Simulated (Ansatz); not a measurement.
Consider CH₃FGa (charge −1).

```yaml
atoms:
  - { symbol: C, position_ang: [0.7277, -0.6404, -0.0900] }
  - { symbol: F, position_ang: [-1.1350, 1.4936, -0.7437] }
  - { symbol: Ga, position_ang: [-1.3339, -0.2971, -0.1564] }
  - { symbol: H, position_ang: [1.1592, -0.4597, -1.0946] }
  - { symbol: H, position_ang: [1.1982, 0.0973, 0.5900] }
  - { symbol: H, position_ang: [1.0268, -1.6537, 0.2379] }
```

Geometry: r2SCAN-D4/def2-SVPD; the highest occupied orbital lies above zero, a sign that basis and functional describe the outermost electron poorly.

Method: Ansatz 0.2.0, isolated molecule in a Gaussian basis; Kohn-Sham density functional theory, functional PBE0.

Q: What can the converged electron density and electron localisation function tell about the bonding?

A: Ga–F (1.90 Å): the density is about 0.63 e/Å³ at the midpoint; the ELF peaks at about 0.85 in the valence shell of F, 0.6 Å from its nucleus, and is about 0.15 at the midpoint.
C–Ga (2.09 Å): ρ is about 0.62 e/Å³ halfway; the ELF peaks at about 0.95 in the valence shell of C, 0.7 Å from its nucleus, and is about 0.55 at the midpoint.
C–H (1.11 Å): ρ is about 1.8 e/Å³ halfway; the ELF climbs to about 1 towards the hydrogen, as it does in any bond to H: an ordinary covalent bond to hydrogen.

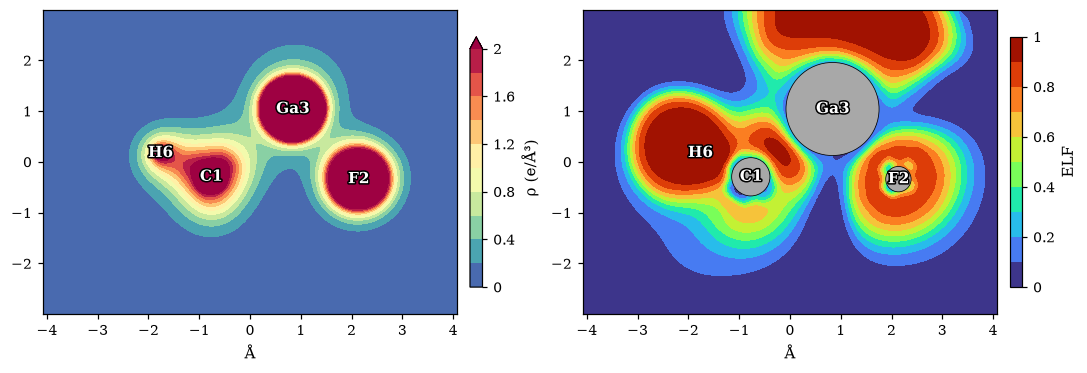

Computed electron density and electron localisation function on the plane of atoms C1, Ga3 and F2, in this order. Grey discs cover the atomic cores in the ELF map. 
